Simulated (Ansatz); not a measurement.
# Is the response still linear at 0.4 V/Å? V(100), 9 layers

The dipole of a slab grows in proportion to a weak field along its normal. Does the weak-field slope carry to a strong field?

Set-up. Ansatz 0.2.0, plane waves with PAW datasets (its set soft_2), PBE; atoms held at bulk places, 18 Å of vacuum, dipole correction, cell area 9.12 Å², 18×18 k-points, smearing 0.1 eV. Without field the slab has no gap over 0.05 eV.

| run | field (V/Å) | dipole (e·Å) |
| --- | --- | --- |
| run 1 | −0.10 | −0.08355 |
| run 2 | −0.05 | −0.04178 |
| run 3 | 0.00 | 0.00000 |
| run 4 | 0.05 | 0.04178 |
| run 5 | 0.10 | 0.08355 |
| run 6 | 0.40 | ? |

Q: Estimate the withheld value from the rows shown.

A least-squares line through the 5 rows shown has slope 0.835520 and intercept 0.000000; no row lies more than 0.00001 e·Å off it. A perfect conductor with that slope would be 180.95 × 0.83552 / 9.12 = 16.58 Å thick. At 0.40 it gives 0.835520 × 0.40 + 0.000000 = 0.33421 e·Å, beyond the rows fitted. Rounding and scatter of the rows alone allow about ±0.00002 e·Å there.

The run itself gives 0.33462 e·Å: a miss of +0.00041 e·Å. That is under 1 % of the induced dipole, so the response is still linear.

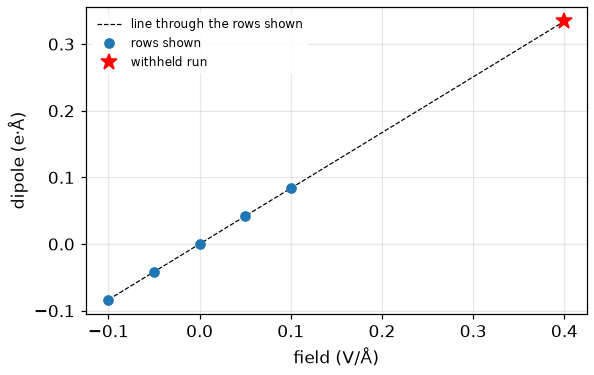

The fit and the withheld run.

Caveats: Ions are held, so this is the electronic response. Of the series that stay linear within 1 %, this collection keeps about one in seven, and it keeps all that bend. In the strongest field, at least, the program warns that the far vacuum lies low against the Fermi level, so charge may spill into it, by an amount that depends on the cell's height.
